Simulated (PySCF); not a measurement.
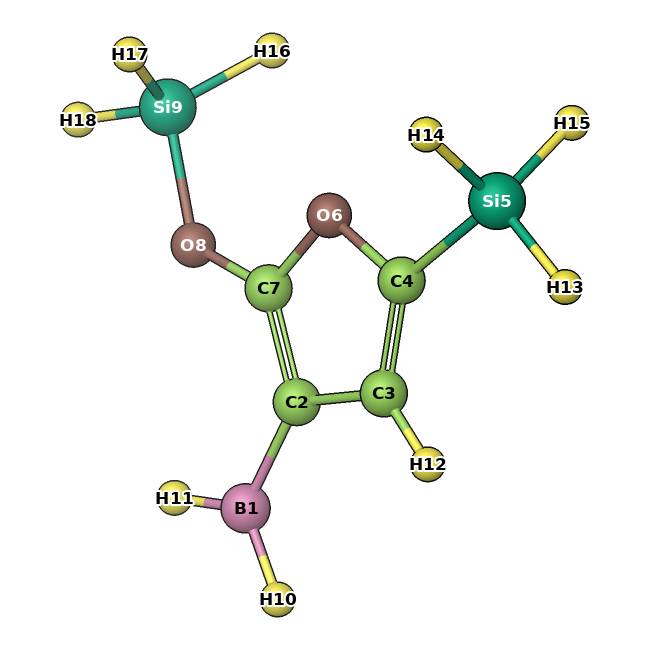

Computed geometry: GFN2-xTB optimisation. No frequency run is at hand to confirm it as a minimum. Electric field gradients from the ground-state density, PBE0/pcSseg-1 (PySCF 2.14.0), non-relativistic apart from any core potentials.

Give the largest field-gradient component, the quadrupole coupling constant and the asymmetry for 11B at B1 (Q = 40.59 mb), 17O at O6 (Q = −25.6 mb), 17O at O8 (Q = −25.6 mb).

| atom | V_zz (a.u.) | e²qQ/h (MHz) | η |
| --- | --- | --- | --- |
| B1 | 0.570 | 5.43 | 0.05 |
| O6 | 1.429 | −8.59 | 0.16 |
| O8 | 1.543 | −9.28 | 0.12 |

The geometry is semi-empirical. Around B, Si such bond lengths and angles can be off by a tenth of an ångström or more and by several degrees, and values that hang on the shape move with them.
